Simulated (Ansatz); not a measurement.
```xyz
6

Br    0.3023   -1.3875    2.7957
F     0.8176   -2.7183    0.0801
N    -1.9160   -1.9337    0.2045
O    -1.0510   -0.6429   -0.1293
Si   -0.2981   -1.7970    0.7518
H    -2.6108   -1.5823    0.8721
```

Geometry: PBE0-D3(BJ)/def2-SVP.

These are results of Ansatz 0.2.0, isolated molecule in a Gaussian basis; Kohn-Sham density functional theory, functional PBE0, not measurements.

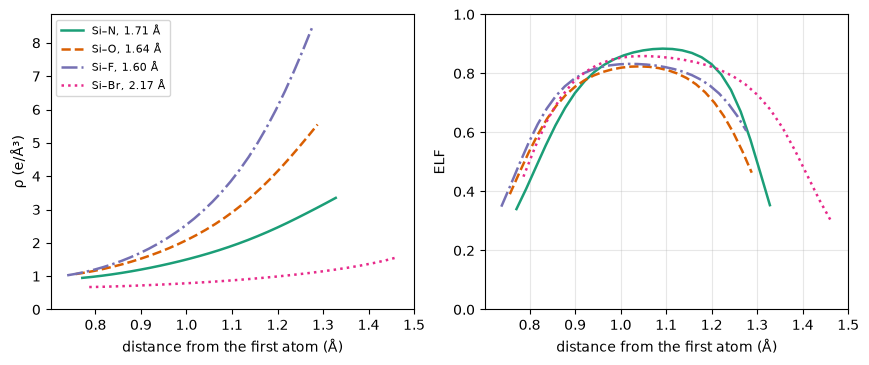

BrFHNOSi. Total electron density and ELF along straight lines between neighbouring atoms. The curves leave out the atomic cores.

**What can be read from the curves?**

Si–N (1.71 Å): ρ at the midpoint is about 1.1 e/Å³; the ELF peaks at about 0.90 between the atoms; a polar covalent bond.
Si–O (1.64 Å): ρ is about 1.2 e/Å³ halfway; the ELF peaks at about 0.80 between the atoms; a shared but strongly polarised pair.
Si–F (1.60 Å): ρ is about 1.2 e/Å³ halfway; the ELF peaks at about 0.85 in the valence shell of F, 0.6 Å from its nucleus, and is about 0.55 at the midpoint.
Si–Br (2.17 Å): the density is about 0.86 e/Å³ at the midpoint; the ELF peaks at about 0.85 between the atoms; a shared but strongly polarised pair.
